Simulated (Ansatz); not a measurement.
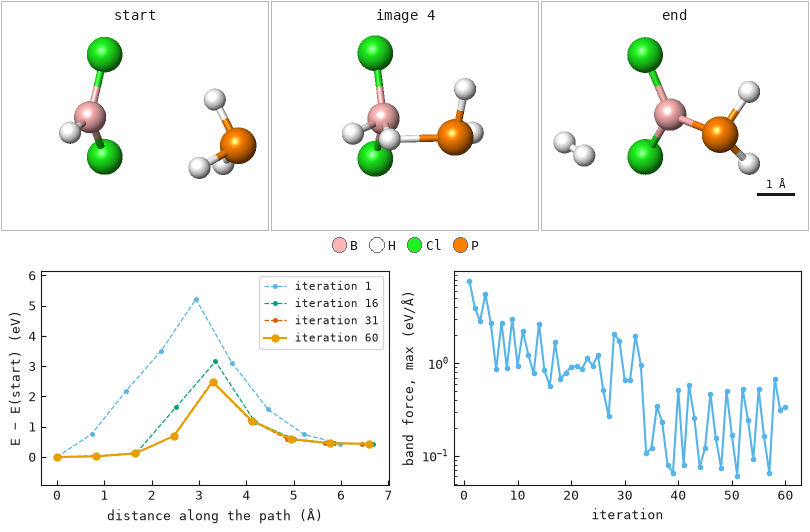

A search for the minimum-energy path of BPH4Cl2, made up at the start of BHCl$_{2}$ and PH₃ by the nudged elastic band. Images are numbered from 0 (start) to 8 (end). The plot follows the band through its iterations. Style: ball-and-stick. Shown from a free direction.

Method: RHF/def2-SVP (Ansatz 0.2.0). Set-up: 7 movable images; climbing image; force threshold 0.05 eV/Å; iteration limit 60; starting path through a guess of the saddle point.

Did the band converge, and can the barrier be trusted?

The result isn't final. The band hadn't converged when the run stopped after 60 iterations. The largest component of the band force went from 7.8 to 0.34 eV/Å. The barrier read from it is provisional, though the highest image hardly moved in the last two iterations. The first iteration put the highest image at 5.21 eV. Forward barrier 2.49 eV, backward barrier 2.05 eV, with image 4 at the top; the reaction energy is +0.44 eV.

Limits of the set-up: the start holds two separate molecules, 3.7 Å apart at their closest, whose relative position is a soft coordinate and is computed without a dispersion correction; Hartree-Fock leaves out electron correlation.

The run took 11 min on 1 thread of AMD EPYC 7R43 64-Core Processor (Zen 3), on a shared host, peak memory 0.19 GiB.
